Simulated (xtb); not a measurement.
Molecular dynamics of B$_{7}$H$_{6}$Cl (charge −2) (part 2 of 2)

Continued. System: B$_{7}$H$_{6}$Cl, charge −2. Method: GFN2-xTB (xtb 6.7.1). The starting geometry was optimised with GFN2-xTB.

Geometry of the input (Å):
```
B  -0.7213  -1.1845  0.2075
B  -0.8858  0.2114  1.0663
B  -0.6737  0.3396  -0.6809
B  1.0774  0.5590  -0.7023
B  0.2259  1.2889  0.5039
B  0.7874  -0.3970  0.7962
B  0.4921  -0.9696  -0.8855
H  -1.3896  -2.2078  0.3548
H  -1.6987  0.4146  1.9682
Cl -2.0879  1.0521  -2.1101
H  1.9894  1.0677  -1.3543
H  0.3897  2.4390  0.9118
H  1.6053  -0.8093  1.6230
H  0.8898  -1.8041  -1.6986
```

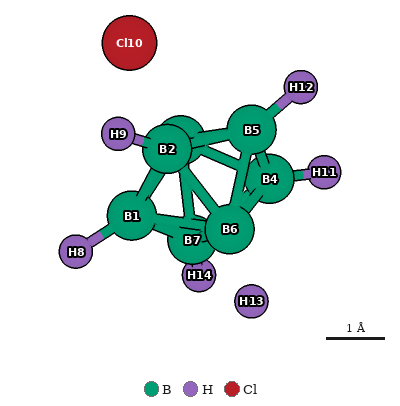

The geometry at step 5 of the log (ball-and-stick view, seen at a tilt; atoms are numbered from 1 in the order of the input).

What the program printed, continued
```
 Mol. C6AA /au·bohr⁶  :       5037.003523
 Mol. C8AA /au·bohr⁸  :     138460.543060
 Mol. α(0) /au        :        112.182090

Wiberg/Mayer (AO) data.
largest (>0.10) Wiberg bond orders for each atom

 ---------------------------------------------------------------------------
     #   Z sym  total        # sym  WBO       # sym  WBO       # sym  WBO
 ---------------------------------------------------------------------------
     1   5 b    3.684 --     8 h    0.897     7 b    0.795     2 b    0.795
                             3 b    0.575     6 b    0.535
     2   5 b    3.684 --     9 h    0.897     5 b    0.795     1 b    0.795
                             3 b    0.575     6 b    0.535
     3   5 b    3.414 --     1 b    0.575     2 b    0.575     5 b    0.575
                             7 b    0.575     4 b    0.574    10 cl   0.432
     4   5 b    3.684 --    11 h    0.897     7 b    0.795     5 b    0.795
                             3 b    0.574     6 b    0.534
     5   5 b    3.684 --    12 h    0.897     4 b    0.795     2 b    0.795
                             3 b    0.575     6 b    0.534
     6   5 b    3.671 --    13 h    0.888     2 b    0.535     1 b    0.535
                             5 b    0.534     7 b    0.534     4 b    0.534
     7   5 b    3.684 --    14 h    0.897     4 b    0.795     1 b    0.795
                             3 b    0.575     6 b    0.534
     8   1 h    0.918 --     1 b    0.897
     9   1 h    0.918 --     2 b    0.897
    10  17 cl   0.478 --     3 b    0.432
    11   1 h    0.918 --     4 b    0.897
    12   1 h    0.918 --     5 b    0.897
    13   1 h    0.908 --     6 b    0.888
    14   1 h    0.918 --     7 b    0.897
 ---------------------------------------------------------------------------

Topologies differ in total number of bonds
Writing topology from bond orders to xtbtopo.mol

molecular dipole:
                 x           y           z       tot (Debye)
 q only:        1.764      -0.889       1.783
   full:        1.789      -0.902       1.809       6.861
molecular quadrupole (traceless):
                xx          xy          yy          xz          yz          zz
 q only:       -2.190       4.564       4.569      -9.154       4.611      -2.379
  q+dip:       -3.127       6.519       6.527     -13.076       6.588      -3.400
   full:       -2.651       5.526       5.533     -11.084       5.584      -2.882

           -------------------------------------------------
          | TOTAL ENERGY              -16.444085090143 Eh   |
          | GRADIENT NORM               0.000062951523 Eh/α |
          | HOMO-LUMO GAP               4.685785015814 eV   |
           -------------------------------------------------
           -------------------------------------------------
          |               Molecular Dynamics                |
           -------------------------------------------------
 trajectories on xtb.trj or xtb.trj.<n>

 MD time /ps        :    0.20
 dt /fs             :    0.50
 SCC accuracy       :    2.00
 temperature /K     :  200.00
 max steps          :   400
 block length (av.) :  5000
 dumpstep(trj) /fs  :   20.00    40
 dumpstep(coords)/fs: 1000.00  2000
 H atoms mass (amu) :     1
 # deg. of freedom  :    42
 SHAKE off
         time (ps)    <Epot>      Ekin   <T>   T     Etot       error
      0    0.00      0.00000   0.0608    0.    0.   -16.38328    0.0000
    200    0.10    -16.33214   0.0252  437.  380.   -16.38557    0.0010
 average properties
 Epot               :  -16.375386689412711
 Epot (accurate SCC):  -16.416227517485890
 Ekin               :   3.1679778089696901E-002
 Etot               :  -16.343706911323014
 T                  :   476.36629243539380
 normal exit of md()

------------------------------------------------------------------------
------------------------------------------------------------------------
 total:
 *  cpu-time:     0 d,  0 h,  0 min,  3.298 sec
 * ratio c/w:     1.000 speedup
 SCF:
 *  cpu-time:     0 d,  0 h,  0 min,  0.010 sec
 * ratio c/w:     1.000 speedup
 MD:
 *  cpu-time:     0 d,  0 h,  0 min,  3.279 sec
 * ratio c/w:     1.000 speedup
```

Trajectory as extended XYZ (Å, eV, eV/Å), 10 frames, from step=0 to step=9
```
14
Properties=species:S:1:pos:R:3 step=0 time_fs=0.0 energy=-447.46635
B    -0.7213   -1.1845    0.2075
B    -0.8858    0.2114    1.0663
B    -0.6737    0.3396   -0.6809
B     1.0774    0.5590   -0.7023
B     0.2259    1.2889    0.5039
B     0.7874   -0.3970    0.7962
B     0.4921   -0.9696   -0.8855
H    -1.3896   -2.2078    0.3548
H    -1.6987    0.4146    1.9682
Cl   -2.0879    1.0521   -2.1101
H     1.9894    1.0677   -1.3543
H     0.3897    2.4390    0.9118
H     1.6053   -0.8093    1.6230
H     0.8898   -1.8041   -1.6986
14
Properties=species:S:1:pos:R:3 step=1 time_fs=20.0 energy=-446.84756
B    -0.6446   -1.1909    0.0992
B    -0.9892    0.3121    0.9675
B    -0.7036    0.3925   -0.7311
B     1.0089    0.4952   -0.7282
B     0.1901    1.3317    0.5199
B     0.7502   -0.3551    0.7667
B     0.5007   -1.0357   -0.9372
H    -1.4571   -2.1563    0.5254
H    -1.9195    0.3621    1.7912
Cl   -2.0190    1.0165   -2.0007
H     1.9065    1.0800   -1.3253
H     0.4750    2.5907    0.8135
H     1.4185   -0.7440    1.5565
H     0.9673   -1.8726   -1.7990
14
Properties=species:S:1:pos:R:3 step=2 time_fs=40.0 energy=-446.80158
B    -0.7837   -1.1360    0.1958
B    -0.9847    0.2283    0.9280
B    -0.7094    0.3375   -0.7971
B     1.0805    0.5794   -0.7799
B     0.1690    1.2938    0.4187
B     0.6904   -0.3386    0.7973
B     0.5077   -0.9677   -0.9744
H    -1.4692   -2.2902    0.0394
H    -1.8484    0.5545    1.7947
Cl   -1.9809    1.0004   -1.9412
H     2.0315    1.1038   -1.4359
H     0.3367    2.5524    0.9240
H     1.6124   -0.6610    1.7060
H     0.9199   -1.9372   -1.7568
14
Properties=species:S:1:pos:R:3 step=3 time_fs=60.0 energy=-446.69678
B    -0.8193   -1.1842    0.1051
B    -0.9683    0.1879    1.0398
B    -0.6949    0.3316   -0.7607
B     1.1690    0.6407   -0.7630
B     0.2147    1.2608    0.3146
B     0.6911   -0.3724    0.7824
B     0.4832   -0.8929   -0.8313
H    -1.3615   -2.2899    0.3940
H    -1.7668    0.4960    1.8890
Cl   -2.0120    1.0166   -1.9798
H     2.0379    1.0487   -1.5374
H     0.1870    2.5331    0.7037
H     1.6029   -1.0009    1.7970
H     0.8456   -1.7654   -1.6713
14
Properties=species:S:1:pos:R:3 step=4 time_fs=80.0 energy=-446.77669
B    -0.7268   -1.2090    0.1673
B    -0.8277    0.2404    1.0401
B    -0.7523    0.3787   -0.6837
B     1.0581    0.5007   -0.7052
B     0.1855    1.3909    0.4634
B     0.7512   -0.4379    0.7743
B     0.5743   -1.0246   -0.8946
H    -1.5471   -2.0746    0.1382
H    -1.5717    0.4473    1.9280
Cl   -2.0821    1.0498   -2.0803
H     2.0410    1.0352   -1.1697
H     0.3275    2.4712    0.9801
H     1.7549   -0.7124    1.8623
H     1.0052   -1.8931   -1.5701
14
Properties=species:S:1:pos:R:3 step=5 time_fs=100.0 energy=-446.56127
B    -0.6852   -1.1589    0.1565
B    -0.8624    0.2892    1.1532
B    -0.6096    0.3065   -0.6403
B     1.0565    0.5531   -0.6432
B     0.2405    1.2821    0.5994
B     0.8303   -0.3761    0.8050
B     0.5072   -1.0985   -0.8956
H    -1.2092   -2.1509    0.6219
H    -1.7843    0.1702    1.9782
Cl   -2.1527    1.0804   -2.1831
H     1.8581    1.0518   -1.4232
H     0.5625    2.3832    0.6956
H     1.7579   -1.1317    1.6926
H     1.0029   -1.6815   -1.7878
14
Properties=species:S:1:pos:R:3 step=6 time_fs=120.0 energy=-446.39762
B    -0.6760   -1.2642    0.4157
B    -0.8513    0.1350    1.1218
B    -0.5462    0.2844   -0.5474
B     1.1306    0.5513   -0.7207
B     0.3254    1.2654    0.6215
B     0.8184   -0.4145    0.7755
B     0.5054   -0.9108   -0.8922
H    -1.4880   -2.2109    0.2298
H    -1.5217    0.6225    2.1290
Cl   -2.2201    1.1118   -2.2820
H     2.1446    1.1272   -1.2136
H     0.4109    2.2407    1.2934
H     1.8943   -0.6437    1.7805
H     0.6604   -1.9792   -1.5210
14
Properties=species:S:1:pos:R:3 step=7 time_fs=140.0 energy=-446.52336
B    -0.6422   -1.2554    0.3587
B    -0.8513    0.1067    1.2487
B    -0.6318    0.3453   -0.4536
B     1.2430    0.5732   -0.6575
B     0.4046    1.2161    0.5756
B     0.8960   -0.4756    0.8458
B     0.4909   -0.9458   -0.7605
H    -0.9114   -2.3970    0.6961
H    -1.5990    0.3705    2.1573
Cl   -2.3017    1.1523   -2.3886
H     1.9974    0.9943   -1.4587
H     0.5558    2.4070    0.9569
H     1.8107   -1.2101    1.6792
H     0.9476   -1.5534   -1.6942
14
Properties=species:S:1:pos:R:3 step=8 time_fs=160.0 energy=-446.49082
B    -0.5945   -1.2880    0.3812
B    -0.6075    0.1966    1.2690
B    -0.5081    0.2068   -0.3795
B     1.1006    0.5133   -0.5405
B     0.3736    1.2677    0.7285
B     0.9024   -0.4454    0.8923
B     0.5798   -1.0572   -0.8936
H    -1.4314   -2.0762    0.3325
H    -1.2916    0.2372    2.1826
Cl   -2.3980    1.2008   -2.4968
H     2.0587    0.9424   -1.1247
H     0.5691    2.3738    1.2360
H     1.8737   -0.7960    1.8634
H     0.7937   -1.9466   -1.5624
14
Properties=species:S:1:pos:R:3 step=9 time_fs=180.0 energy=-446.61032
B    -0.5696   -1.2811    0.3510
B    -0.6719    0.1040    1.4884
B    -0.3776    0.2314   -0.3790
B     1.2507    0.4816   -0.5602
B     0.3971    1.2658    0.7529
B     0.9583   -0.4914    0.9277
B     0.5765   -1.1123   -0.7116
H    -1.0835   -2.2627    0.9073
H    -1.5349    0.1757    2.4371
Cl   -2.5191    1.2623   -2.6236
H     2.0896    1.1043   -1.2421
H     0.7712    2.3668    1.0089
H     2.0344   -1.0653    1.5472
H     1.1569   -1.6460   -1.6908
```

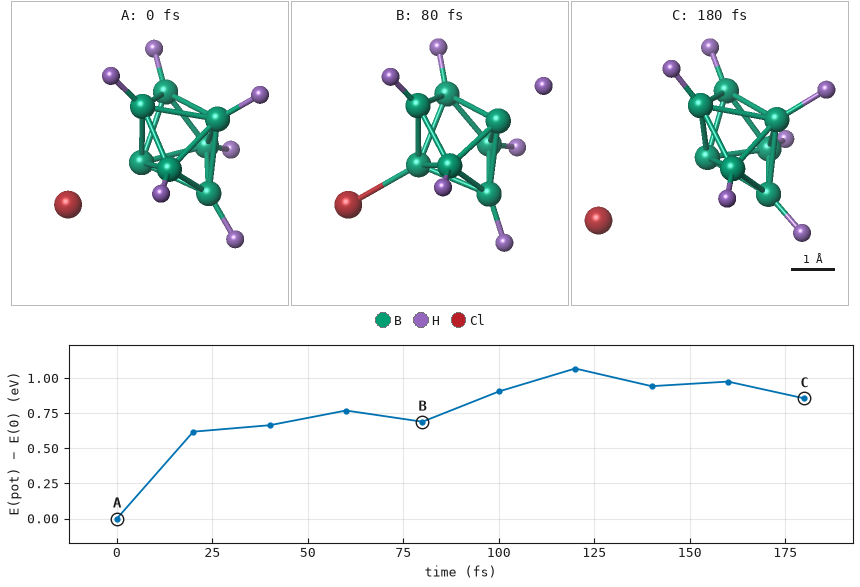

Frames of the molecular dynamics (ball-and-stick, seen at an oblique angle) above the curves, on which the letters mark them. The trajectory kept here has 10 frames over 180 fs. The potential energy ends 0.856 eV above its first value. After an unweighted best fit of the last frame on the first, the root-mean-square displacement is 0.32 Å, and Cl10 has moved furthest (0.98 Å).

Key numbers

| quantity | value |
| --- | --- |
| outcome | finished |
| trajectory | 10 frames kept, 180 fs |
| electrons treated | 36 |
| potential energy (first step) | −16.444085 hartree |
| dispersion energy (first step) | −0.018722 hartree |
| basis functions (first step) | 44 |
| wall time | 3.4 s |
| peak memory | 0.072 GiB |

Notes

Settings chosen away from the usual ones: method = gfn2-xtb; task = md; geo = {"prev": "A"}; x = {"md_temperature": 200, "md_time": 0.2, "time_step": 0.5, "md_dump": 20, "hydrogen_mass": 1, "shake": 0, "nvt": "false"}. So short a trajectory is not equilibrated.
